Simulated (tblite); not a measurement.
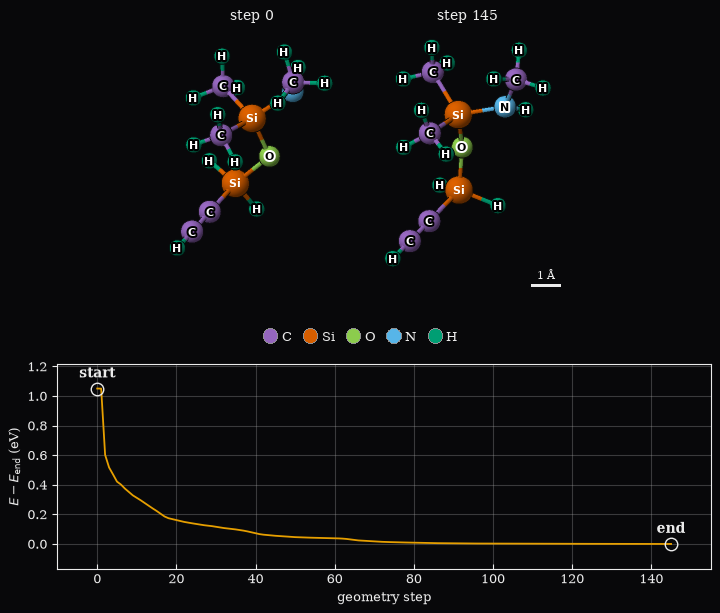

First and last geometry of a relaxation of C$_{5}$H$_{13}$NOSi$_{2}$, with the history of the run. Style: ball-and-stick. Shown from a free direction.

All numbers below come from GFN2-xTB geometry optimisation, gas phase (tblite 0.8.0). 

What do the curves and the structures tell?

Answer. It converged. After 145 geometry steps the energy has fallen by 1.051 eV. The atom that moves furthest after the best rigid fit is an H atom (1.53 Å). By element the largest moves are H 1.53 Å, O 0.90 Å, C 0.66 Å, N 0.55 Å, Si 0.37 Å. Near-neighbour distances that change, for instance: Si–Si 2.870 → 3.172 Å, O–Si 1.704 → 1.616 Å, C–Si 1.799 → 1.855 Å, C–Si 1.849 → 1.898 Å. Among the angles between lasting bonds that change: Si–O–Si 114.8° → 155.2°, Si–N–C 113.8° → 123.9°, C–Si–N 106.7° → 116.2°. Groups turn about O–Si by about 85°, O–Si by about 75°, N–Si by about 60°. Cost: 2.7 s on 1 thread of Arm Neoverse N1 (shared host).
